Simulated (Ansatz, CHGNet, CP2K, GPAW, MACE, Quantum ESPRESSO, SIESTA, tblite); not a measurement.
**Other levels on generalised stacking fault on (112) of a Nb-Li solid solution (54 atoms)**

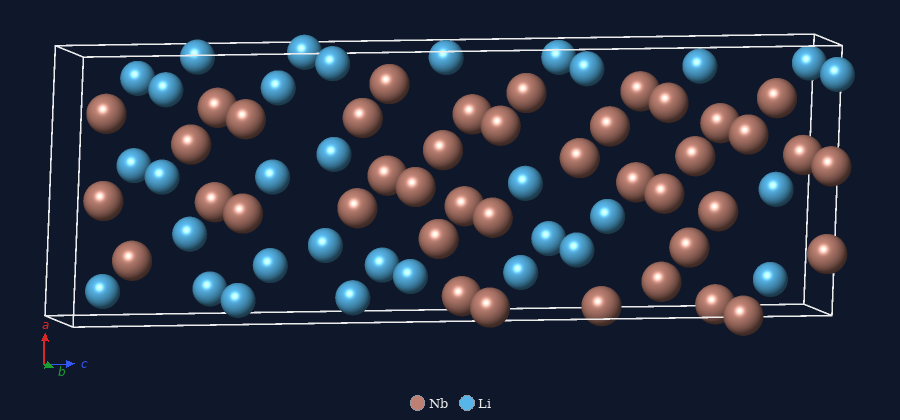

The cell (niobium pink, lithium blue). Some periodic images of atoms are drawn too.

The cell holds 54 atoms: 30 Nb and 24 Li. Its edges and angles: a = 8.820 Å, b = 4.801 Å, c = 25.166 Å, α = 90.0°, β = 87.8°, γ = 90.0°. Bcc Nb lattice (a = 3.3949 Å, the value set for the mixture), cell with z along [112], 3 x 1 x 3 periods; the third cell vector is tilted by 0.333 of 1/2<111> (its sense, twinning or antitwinning, isn't checked) and lengthened by 0.2 Å, so the cell holds one fault; displaced by a Gaussian of 0.01 Å; 24 of 54 Nb sites given to Li at random (lattice constant by Vegard's rule between Nb and Li). Then every atom was moved at random, 0.05 Å r.m.s. a Cartesian component.

Geometry: as built.

The reference, a calculation:

| Item | Value |
| --- | --- |
| method | Kohn-Sham DFT, PBE, SSSP efficiency 1.3.0 pseudopotentials, plane waves (Quantum ESPRESSO 7.5); sssp-pbe-1.3.0-efficiency, cutoffs 45/360 Ry, Γ point |
| r.m.s. force component | 0.8353 eV/Å |
| longest force | 3.321 eV/Å |
| pressure | -12.39 GPa |
| time | 10 min on 2 MPI ranks of Arm Neoverse V1, shared host |
| CPU time | 21 min |

Runs, in no order:
A. CP2K PBE, SZV-MOLOPT-SR, 800/50 Ry, diagonalisation: Kohn-Sham DFT, PBE, GTH-PBE pseudopotentials, Gaussian and plane waves, SZV-MOLOPT-SR-GTH, diagonalisation
B. CP2K PBE, DZVP-MOLOPT-SR, 280/50 Ry, diagonalisation: Kohn-Sham DFT, PBE, GTH-PBE pseudopotentials, Gaussian and plane waves, DZVP-MOLOPT-SR-GTH, diagonalisation
C. QE PBE, sssp-1.3.0-efficiency, 20/160 Ry: Kohn-Sham DFT, PBE, SSSP efficiency 1.3.0 pseudopotentials, plane waves
D. MACE MPA-0 medium potential: machine-learned interatomic potential MACE MPA-0 medium, trained on PBE(+U) plane-wave data
E. CP2K PBE, DZVP-MOLOPT-SR, 800/50 Ry, diagonalisation: Kohn-Sham DFT, PBE, GTH-PBE pseudopotentials, Gaussian and plane waves, DZVP-MOLOPT-SR-GTH, diagonalisation

Q: Order them from the smallest to the largest r.m.s. force difference.

E, B, C, A, D.

| run | Δ force, r.m.s. (meV/Å) | share of r.m.s. force (%) | CPU time |
| --- | --- | --- | --- |
| E. CP2K PBE, DZVP-MOLOPT-SR, 800/50 Ry, diagonalisation | 31.3 | 3.75 | 26 min |
| B. CP2K PBE, DZVP-MOLOPT-SR, 280/50 Ry, diagonalisation | 54.6 | 6.54 | 24 min |
| C. QE PBE, sssp-1.3.0-efficiency, 20/160 Ry | 149 | 17.9 | 8.9 min |
| A. CP2K PBE, SZV-MOLOPT-SR, 800/50 Ry, diagonalisation | 503 | 60.2 | 13 min |
| D. MACE MPA-0 medium potential | 738 | 88.4 | 7.6 s |

Machine-learned potentials mimic data converged in k, so the reference's own k-point error enters their differences. The electronic-structure runs sample only Γ, in a cell whose shortest periodic width is 5 Å, which is coarse for a cell with partly filled levels.

[Hosts, paths, dates, database ids (printed as entryN), source tags and the programs' standing remarks are cut or masked in the printed files.]
